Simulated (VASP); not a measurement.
Band structure of La (relaxed from the bcc structure, space group Im-3m). Calculation: PBEsol GGA, VASP's PBE PAW potentials (set 64) (plane waves; VASP 6.6.1).

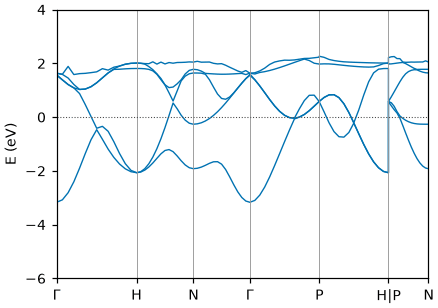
Fig. 1. Bands along high-symmetry lines, zero at the valence-band maximum or, without a gap, the Fermi level

Q: Read the plot: is there a gap, and where are the band edges?

A: It has no gap at this level: it comes out as a metal or semimetal. (Edges off the drawn lines would not show.)

The structure was generated: La was put into the bcc type (Im-3m), which need not be its known phase. It was relaxed first, which changed the volume by -7 %.
